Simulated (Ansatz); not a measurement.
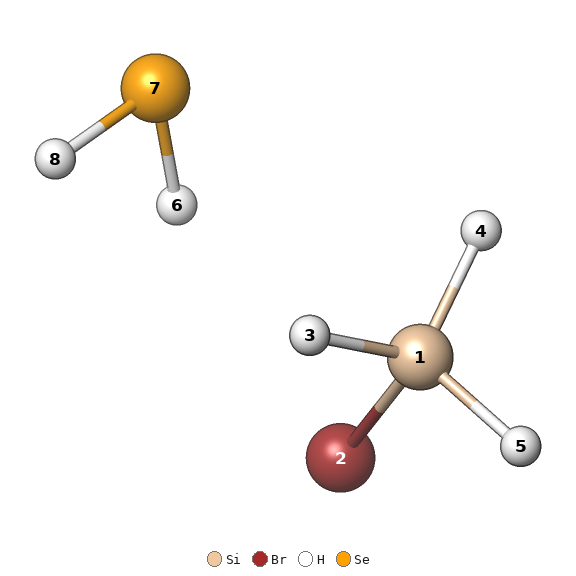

The geometry was computed by an optimisation with PBE0-D4/def2-TZVP.

List the bonds and their lengths.

| bond | length (Å) |
| --- | --- |
| Si1–Br2 | 2.228 |
| Si1–H3 | 1.479 |
| Si1–H4 | 1.478 |
| Si1–H5 | 1.482 |
| H6–Se7 | 1.468 |
| Se7–H8 | 1.467 |
